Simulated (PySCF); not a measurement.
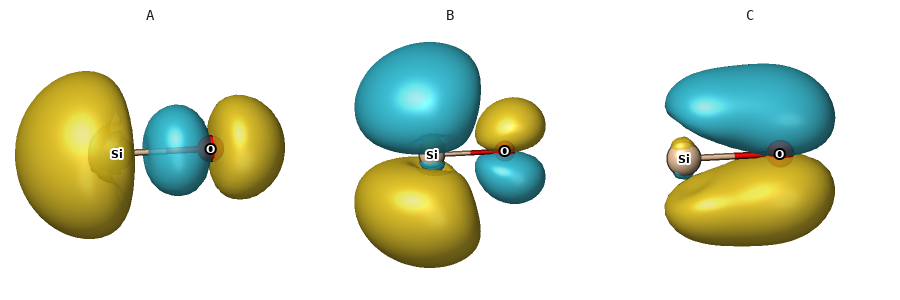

Figure 1: SiO. Three frontier orbitals, each drawn at the value that holds 80 % of its norm (yellow and cyan are the two phases), in no order; of a degenerate pair one member is drawn.

Level of theory: PySCF, PBE0/def2-SVP, non-relativistic Hamiltonian with scalar-relativistic core potentials where named, at a bond length of 1.524 Å.

Label each orbital by symmetry, say whether it is occupied, and order them by energy.

Answer. Orbital C: π, occupied, −9.34 eV; mainly on O (75 %).
Orbital A: σ, occupied, −8.68 eV; shared between the atoms (Si 60 %, O 40 %).
Orbital B: π, empty, −1.73 eV; mainly on Si (80 %).
